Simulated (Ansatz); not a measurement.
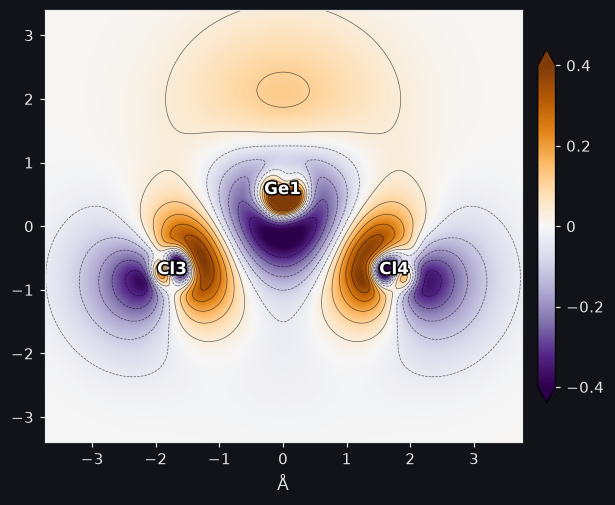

Figure. Cl2GeH2. One frontier orbital on the plane of atoms Cl3, Ge1 and Cl4 (values in Å⁻³ᐟ²; the overall sign is arbitrary).

The calculation used Ansatz, RKS PBE0/def2-SVP.

The calculation's input:

```
crystal:
  periodic: [false, false, false]
  atoms:
    - { symbol: Ge, position_ang: [0.0, 0.0, 0.0] }
    - { symbol: H, position_ang: [0.0, 0.0, 1.55] }
    - { symbol: Cl, position_ang: [2.0935, 0.0, -0.7393] }
    - { symbol: Cl, position_ang: [-1.0456, 1.8115, -0.7393] }
    - { symbol: H, position_ang: [-0.73, -1.2648, -0.5162] }
basis:
  gaussian: { orbitals: def2-SVP }
hamiltonian:
  xc: pbe0
relax:
  f_tol: 0.02
  max_steps: 40
output:
  orbitals: {}
```

Run with:

```sh
ansatz run input.yaml --threads 1 --pin off --max-ram 2048MiB --backend cpu --events-out ev --progress --plain --runs-dir out
```

The fields are those of the run's last geometry, not of the input's.

**Which orbital is it: HOMO or LUMO?**

The LUMO, at −0.45 eV. By Hirshfeld shares it lies mainly on Ge1 (about 45 %), Cl3 (about 20 %), Cl4 (about 20 %), H2 (about 5 %) and H5 (about 5 %).
